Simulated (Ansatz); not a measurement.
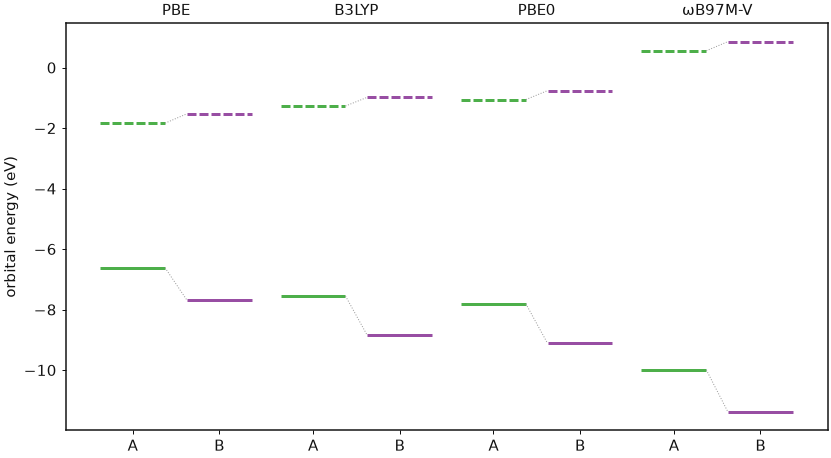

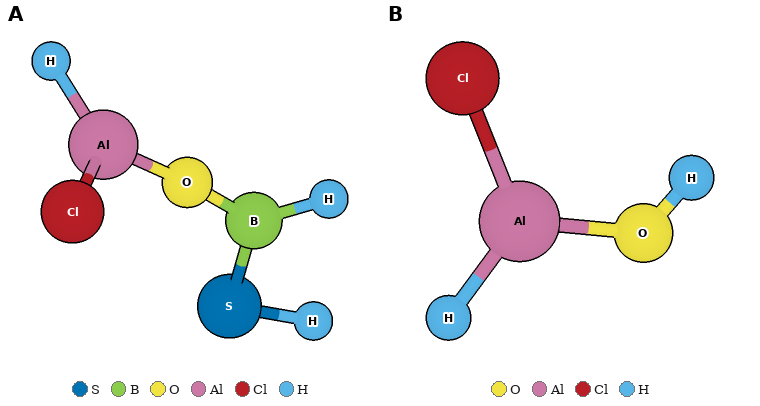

One change: A, AlBH₃SOCl (SMILES SB[O][AlH][Cl]), becomes B, AlH₂OCl (SMILES [OH][AlH][Cl]). BH₂S (bound through B) on O is replaced by H. HOMO (solid) and LUMO (dashed) computed in def2-TZVPP at PBE0-D4/def2-TZVP geometries, both minima by their frequencies, gas phase, the Ansatz code 0.2.0. Empty levels above zero depend strongly on the basis.

What does the change do to HOMO and LUMO?

Answer. PBE: the HOMO falls by 1.06 eV, the LUMO rises by 0.31 eV, and the separation goes from 4.78 to 6.15 eV. B3LYP: the HOMO falls by 1.29 eV, the LUMO rises by 0.29 eV, and the separation goes from 6.28 to 7.86 eV. PBE0: the HOMO falls by 1.30 eV, the LUMO rises by 0.30 eV, and the separation goes from 6.75 to 8.35 eV. ωB97M-V: the HOMO falls by 1.39 eV, the LUMO rises by 0.30 eV, and the separation goes from 10.55 to 12.24 eV.

Do the functionals agree on the effect?

Answer. They agree on the direction for both levels; the HOMO shift lies between −1.39 and −1.06 eV and the LUMO shift between 0.29 and 0.31 eV, while the separations themselves differ by up to 6.1 eV between functionals.

Known limits of this run: one conformer of each flexible molecule.
